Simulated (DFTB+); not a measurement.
C₂H₂AlCl: geometry relaxation (part 2 of 4)

C₂H₂AlCl, SMILES C#[C][AlH][Cl]; GFN1-xTB, R-SCC, dispersion built in (DFTB+ 25.1). The geometry comes from this level: GFN2-xTB.

Geometry of the input (Å):
```
C  0.2997  0.9480  -1.6312
C  0.1264  0.3756  -0.5777
Al -0.1509  -0.5501  1.1051
Cl -1.1521  -2.2974  1.2671
H  0.4560  1.4503  -2.5461
H  0.4209  0.0736  2.3827
```

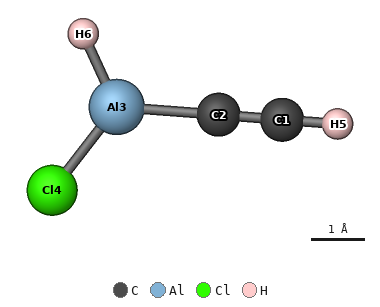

Figure 1. The structure as given in the input (ball-and-stick view, seen on its broad side; atoms are numbered from 1 in the order of the input). Sticks mark near contacts.

## Output, continued
```
total energy  -1.0841294E+01 H       energy change -1.5201166E-05 H
gradient norm  2.2792285E-03 H/a0    max. gradient  1.4258813E-03 H/a0
step length    8.2885114E-03 a0      max. step      4.5594843E-03 a0

--------------------------------------------------------------------------------

***  Geometry step: 10

 iSCC Total electronic   Diff electronic      SCC error
    1   -0.10987176E+02    0.00000000E+00    0.58987940E-03
    2   -0.10987176E+02   -0.14024374E-03    0.35686459E-03
    3   -0.10987176E+02   -0.53506206E-07    0.81620598E-04
    4   -0.10987176E+02   -0.20510514E-07    0.67224378E-04
    5   -0.10987176E+02   -0.32418512E-09    0.15461268E-04
    6   -0.10987176E+02   -0.23920244E-09    0.16477574E-05
    7   -0.10987176E+02   -0.17154278E-10    0.39753606E-06
    8   -0.10987176E+02   -0.16697754E-12    0.89080068E-07
    9   -0.10987176E+02   -0.71054274E-14    0.48655788E-08

Total Energy:                      -10.8413007852 H         -295.0068 eV
Extrapolated to 0K:                -10.8413007852 H         -295.0068 eV
Total Mermin free energy:          -10.8413007852 H         -295.0068 eV
Force related energy:              -10.8413007852 H         -295.0068 eV

total energy  -1.0841301E+01 H       energy change -7.2300187E-06 H
gradient norm  2.7487915E-03 H/a0    max. gradient  1.5795994E-03 H/a0
step length    4.6868432E-03 a0      max. step      2.4822024E-03 a0

--------------------------------------------------------------------------------

***  Geometry step: 11

 iSCC Total electronic   Diff electronic      SCC error
    1   -0.10987353E+02    0.00000000E+00    0.76778302E-03
    2   -0.10987353E+02   -0.17660385E-03    0.46427367E-03
    3   -0.10987353E+02   -0.96993162E-07    0.13917832E-03
    4   -0.10987353E+02   -0.37085657E-07    0.81694133E-04
    5   -0.10987353E+02   -0.47778670E-09    0.24811124E-04
    6   -0.10987353E+02   -0.39428727E-09    0.33732348E-05
    7   -0.10987353E+02   -0.32541081E-10    0.69184445E-06
    8   -0.10987353E+02   -0.57553962E-12    0.11541532E-06
    9   -0.10987353E+02   -0.21316282E-13    0.95445172E-08

Total Energy:                      -10.8413115597 H         -295.0071 eV
Extrapolated to 0K:                -10.8413115597 H         -295.0071 eV
Total Mermin free energy:          -10.8413115597 H         -295.0071 eV
Force related energy:              -10.8413115597 H         -295.0071 eV

total energy  -1.0841312E+01 H       energy change -1.0774553E-05 H
gradient norm  3.2721518E-03 H/a0    max. gradient  2.1584141E-03 H/a0
step length    9.3428824E-03 a0      max. step      4.7377356E-03 a0

--------------------------------------------------------------------------------

***  Geometry step: 12

 iSCC Total electronic   Diff electronic      SCC error
    1   -0.10987588E+02    0.00000000E+00    0.49695797E-03
    2   -0.10987588E+02   -0.23503850E-03    0.31243679E-03
    3   -0.10987588E+02   -0.38931386E-07    0.15541952E-03
    4   -0.10987588E+02   -0.14170876E-07    0.60559066E-04
    5   -0.10987588E+02   -0.74097173E-10    0.15749516E-04
    6   -0.10987588E+02   -0.39188386E-09    0.28489621E-05
    7   -0.10987588E+02   -0.22893687E-10    0.32605383E-06
    8   -0.10987588E+02   -0.38724579E-12    0.76136887E-07
    9   -0.10987588E+02   -0.53290705E-14    0.10264971E-07
   10   -0.10987588E+02   -0.17763568E-14    0.22569946E-10

Total Energy:                      -10.8413233695 H         -295.0074 eV
Extrapolated to 0K:                -10.8413233695 H         -295.0074 eV
Total Mermin free energy:          -10.8413233695 H         -295.0074 eV
Force related energy:              -10.8413233695 H         -295.0074 eV

total energy  -1.0841323E+01 H       energy change -1.1809761E-05 H
gradient norm  2.9815807E-03 H/a0    max. gradient  1.7155978E-03 H/a0
step length    1.3354763E-02 a0      max. step      7.4455217E-03 a0

--------------------------------------------------------------------------------

***  Geometry step: 13

 iSCC Total electronic   Diff electronic      SCC error
    1   -0.10987862E+02    0.00000000E+00    0.36331191E-03
    2   -0.10987862E+02   -0.27367356E-03    0.25622413E-03
    3   -0.10987862E+02   -0.96441415E-08    0.12158729E-03
    4   -0.10987862E+02   -0.28963996E-08    0.23556416E-04
    5   -0.10987862E+02   -0.13761259E-09    0.67172505E-05
    6   -0.10987862E+02   -0.22284929E-09    0.43041181E-06
    7   -0.10987862E+02   -0.49809046E-11    0.13475211E-06
    8   -0.10987862E+02   -0.19539925E-13    0.33262099E-07
    9   -0.10987862E+02    0.17763568E-14    0.74227440E-08

Total Energy:                      -10.8413337922 H         -295.0077 eV
Extrapolated to 0K:                -10.8413337922 H         -295.0077 eV
Total Mermin free energy:          -10.8413337922 H         -295.0077 eV
Force related energy:              -10.8413337922 H         -295.0077 eV

total energy  -1.0841334E+01 H       energy change -1.0422679E-05 H
gradient norm  2.1516226E-03 H/a0    max. gradient  1.7188812E-03 H/a0
step length    1.4900378E-02 a0      max. step      9.2929064E-03 a0

--------------------------------------------------------------------------------

***  Geometry step: 14

 iSCC Total electronic   Diff electronic      SCC error
    1   -0.10988047E+02    0.00000000E+00    0.52362130E-03
    2   -0.10988047E+02   -0.18518767E-03    0.33909117E-03
    3   -0.10988047E+02   -0.85464757E-07    0.13163778E-03
    4   -0.10988047E+02   -0.33599303E-07    0.44966348E-04
    5   -0.10988047E+02   -0.57153215E-09    0.80039742E-05
    6   -0.10988047E+02   -0.89018570E-10    0.36159874E-05
    7   -0.10988047E+02   -0.80468965E-11    0.43654989E-06
    8   -0.10988047E+02   -0.77093887E-12    0.97100046E-07
    9   -0.10988047E+02   -0.28421709E-13    0.99984945E-08

Total Energy:                      -10.8413401063 H         -295.0079 eV
Extrapolated to 0K:                -10.8413401063 H         -295.0079 eV
Total Mermin free energy:          -10.8413401063 H         -295.0079 eV
Force related energy:              -10.8413401063 H         -295.0079 eV

total energy  -1.0841340E+01 H       energy change -6.3141509E-06 H
gradient norm  1.7427353E-03 H/a0    max. gradient  1.2068342E-03 H/a0
step length    9.7344068E-03 a0      max. step      6.0668119E-03 a0

--------------------------------------------------------------------------------

***  Geometry step: 15

 iSCC Total electronic   Diff electronic      SCC error
    1   -0.10988106E+02    0.00000000E+00    0.66938866E-03
    2   -0.10988106E+02   -0.59054671E-04    0.39420886E-03
    3   -0.10988106E+02   -0.13013683E-06    0.97051022E-04
    4   -0.10988106E+02   -0.52232034E-07    0.38703907E-04
    5   -0.10988106E+02   -0.78350482E-09    0.19727217E-04
    6   -0.10988106E+02   -0.28007818E-10    0.39937856E-05
    7   -0.10988106E+02   -0.10622614E-10    0.49448857E-06
    8   -0.10988106E+02   -0.89350749E-12    0.11019637E-06
    9   -0.10988106E+02   -0.51514348E-13    0.67176333E-08

Total Energy:                      -10.8413442614 H         -295.0080 eV
Extrapolated to 0K:                -10.8413442614 H         -295.0080 eV
Total Mermin free energy:          -10.8413442614 H         -295.0080 eV
Force related energy:              -10.8413442614 H         -295.0080 eV

total energy  -1.0841344E+01 H       energy change -4.1551081E-06 H
gradient norm  1.5891157E-03 H/a0    max. gradient  1.0977865E-03 H/a0
step length    6.9761533E-03 a0      max. step      4.6340173E-03 a0

--------------------------------------------------------------------------------

***  Geometry step: 16

 iSCC Total electronic   Diff electronic      SCC error
    1   -0.10988038E+02    0.00000000E+00    0.56594058E-03
    2   -0.10988038E+02    0.68224965E-04    0.33166483E-03
    3   -0.10988038E+02   -0.10227702E-06    0.98326460E-04
    4   -0.10988038E+02   -0.41888393E-07    0.31990919E-04
    5   -0.10988038E+02   -0.70976647E-09    0.18935837E-04
    6   -0.10988038E+02   -0.25488944E-10    0.35136372E-05
    7   -0.10988038E+02   -0.86206597E-11    0.39775615E-06
    8   -0.10988038E+02   -0.60040861E-12    0.14749321E-06
    9   -0.10988038E+02   -0.26645353E-13    0.82648572E-08

Total Energy:                      -10.8413474521 H         -295.0081 eV
Extrapolated to 0K:                -10.8413474521 H         -295.0081 eV
Total Mermin free energy:          -10.8413474521 H         -295.0081 eV
Force related energy:              -10.8413474521 H         -295.0081 eV

total energy  -1.0841347E+01 H       energy change -3.1906462E-06 H
gradient norm  1.3512063E-03 H/a0    max. gradient  8.9496656E-04 H/a0
step length    5.7125670E-03 a0      max. step      3.6307968E-03 a0

--------------------------------------------------------------------------------

***  Geometry step: 17

 iSCC Total electronic   Diff electronic      SCC error
    1   -0.10987878E+02    0.00000000E+00    0.39084295E-03
    2   -0.10987878E+02    0.15998619E-03    0.27638260E-03
    3   -0.10987878E+02   -0.43269020E-07    0.83904176E-04
    4   -0.10987878E+02   -0.18366842E-07    0.19990400E-04
    5   -0.10987878E+02   -0.38580517E-09    0.12634481E-04
    6   -0.10987878E+02   -0.15912605E-10    0.33078500E-05
    7   -0.10987878E+02   -0.93898223E-11    0.27843681E-06
    8   -0.10987878E+02   -0.64126482E-12    0.14331867E-06
    9   -0.10987878E+02   -0.88817842E-14    0.12433046E-07
   10   -0.10987878E+02   -0.35527137E-14    0.76493922E-10

Total Energy:                      -10.8413501614 H         -295.0081 eV
Extrapolated to 0K:                -10.8413501614 H         -295.0081 eV
Total Mermin free energy:          -10.8413501614 H         -295.0081 eV
Force related energy:              -10.8413501614 H         -295.0081 eV

total energy  -1.0841350E+01 H       energy change -2.7093683E-06 H
gradient norm  1.2228769E-03 H/a0    max. gradient  5.8805305E-04 H/a0
step length    5.2460320E-03 a0      max. step      2.8942506E-03 a0

--------------------------------------------------------------------------------

***  Geometry step: 18

 iSCC Total electronic   Diff electronic      SCC error
    1   -0.10987671E+02    0.00000000E+00    0.43212075E-03
    2   -0.10987671E+02    0.20776522E-03    0.30017041E-03
    3   -0.10987671E+02   -0.13366963E-07    0.85413719E-04
    4   -0.10987671E+02   -0.63667454E-08    0.20922876E-04
    5   -0.10987671E+02   -0.40559200E-09    0.60752244E-05
    6   -0.10987671E+02   -0.21003643E-10    0.25502379E-05
    7   -0.10987671E+02   -0.54516391E-11    0.26717358E-06
    8   -0.10987671E+02   -0.42099657E-12    0.13858432E-06
    9   -0.10987671E+02   -0.53290705E-14    0.17907782E-07
   10   -0.10987671E+02   -0.71054274E-14    0.63740124E-11

Total Energy:                      -10.8413530738 H         -295.0082 eV
Extrapolated to 0K:                -10.8413530738 H         -295.0082 eV
Total Mermin free energy:          -10.8413530738 H         -295.0082 eV
Force related energy:              -10.8413530738 H         -295.0082 eV

total energy  -1.0841353E+01 H       energy change -2.9123220E-06 H
gradient norm  1.4024262E-03 H/a0    max. gradient  7.2787040E-04 H/a0
step length    6.4167089E-03 a0      max. step      3.2017801E-03 a0

--------------------------------------------------------------------------------

***  Geometry step: 19

 iSCC Total electronic   Diff electronic      SCC error
    1   -0.10987446E+02    0.00000000E+00    0.48081404E-03
    2   -0.10987446E+02    0.22460558E-03    0.33287284E-03
    3   -0.10987446E+02   -0.44092587E-08    0.56754615E-04
    4   -0.10987446E+02   -0.29121523E-08    0.71695896E-05
    5   -0.10987446E+02   -0.14309265E-09    0.41635919E-05
    6   -0.10987446E+02   -0.10716761E-10    0.63676134E-06
    7   -0.10987446E+02   -0.12452261E-11    0.17599798E-06
    8   -0.10987446E+02   -0.85265128E-13    0.72655145E-07
    9   -0.10987446E+02    0.00000000E+00    0.23335238E-07
   10   -0.10987446E+02   -0.17763568E-14    0.85425000E-11

Total Energy:                      -10.8413568376 H         -295.0083 eV
Extrapolated to 0K:                -10.8413568376 H         -295.0083 eV
Total Mermin free energy:          -10.8413568376 H         -295.0083 eV
Force related energy:              -10.8413568376 H         -295.0083 eV

total energy  -1.0841357E+01 H       energy change -3.7638323E-06 H
gradient norm  1.7127173E-03 H/a0    max. gradient  8.5520978E-04 H/a0
step length    9.2835357E-03 a0      max. step      4.6108317E-03 a0

--------------------------------------------------------------------------------

***  Geometry step: 20

 iSCC Total electronic   Diff electronic      SCC error
    1   -0.10987276E+02    0.00000000E+00    0.49198585E-03
    2   -0.10987276E+02    0.16989252E-03    0.34099876E-03
    3   -0.10987276E+02   -0.69408017E-08    0.10814790E-03
    4   -0.10987276E+02   -0.32240486E-08    0.30692932E-04
    5   -0.10987276E+02   -0.36449066E-09    0.78601092E-05
    6   -0.10987276E+02   -0.46595616E-10    0.44171393E-06
    7   -0.10987276E+02   -0.11413093E-10    0.14843585E-06
    8   -0.10987276E+02   -0.28421709E-13    0.78715073E-07
    9   -0.10987276E+02    0.17763568E-14    0.19704983E-07
   10   -0.10987276E+02   -0.71054274E-14    0.13347101E-10

Total Energy:                      -10.8413614699 H         -295.0085 eV
Extrapolated to 0K:                -10.8413614699 H         -295.0085 eV
Total Mermin free energy:          -10.8413614699 H         -295.0085 eV
Force related energy:              -10.8413614699 H         -295.0085 eV

total energy  -1.0841361E+01 H       energy change -4.6322647E-06 H
gradient norm  1.7744912E-03 H/a0    max. gradient  9.3763726E-04 H/a0
step length    1.2965844E-02 a0      max. step      6.8349715E-03 a0

--------------------------------------------------------------------------------

***  Geometry step: 21

 iSCC Total electronic   Diff electronic      SCC error
    1   -0.10987281E+02    0.00000000E+00    0.35615896E-03
    2   -0.10987281E+02   -0.49660796E-05    0.27264568E-03
    3   -0.10987281E+02   -0.51626401E-08    0.95781988E-04
    4   -0.10987281E+02   -0.10689085E-08    0.16221054E-04
    5   -0.10987281E+02   -0.87454666E-09    0.54234611E-05
    6   -0.10987281E+02   -0.37315928E-10    0.13359505E-05
    7   -0.10987281E+02   -0.36060044E-11    0.80685979E-07
    8   -0.10987281E+02   -0.97699626E-13    0.60370148E-07
    9   -0.10987281E+02    0.35527137E-14    0.26115827E-07
   10   -0.10987281E+02   -0.35527137E-14    0.19373114E-10

Total Energy:                      -10.8413654642 H         -295.0086 eV
Extrapolated to 0K:                -10.8413654642 H         -295.0086 eV
Total Mermin free energy:          -10.8413654642 H         -295.0086 eV
Force related energy:              -10.8413654642 H         -295.0086 eV

total energy  -1.0841365E+01 H       energy change -3.9943172E-06 H
gradient norm  1.3827817E-03 H/a0    max. gradient  6.4340264E-04 H/a0
step length    1.2640435E-02 a0      max. step      7.3940847E-03 a0

--------------------------------------------------------------------------------

***  Geometry step: 22

 iSCC Total electronic   Diff electronic      SCC error
    1   -0.10987440E+02    0.00000000E+00    0.21738724E-03
    2   -0.10987440E+02   -0.15913943E-03    0.16417730E-03
    3   -0.10987440E+02   -0.15842012E-08    0.50458477E-04
    4   -0.10987440E+02   -0.39434234E-09    0.16010233E-04
    5   -0.10987440E+02   -0.41728754E-09    0.40972424E-05
    6   -0.10987440E+02   -0.12610357E-10    0.11851197E-05
    7   -0.10987440E+02   -0.21067592E-11    0.10023527E-06
    8   -0.10987440E+02   -0.71054274E-13    0.53041799E-07
    9   -0.10987440E+02   -0.35527137E-14    0.59359095E-08
```
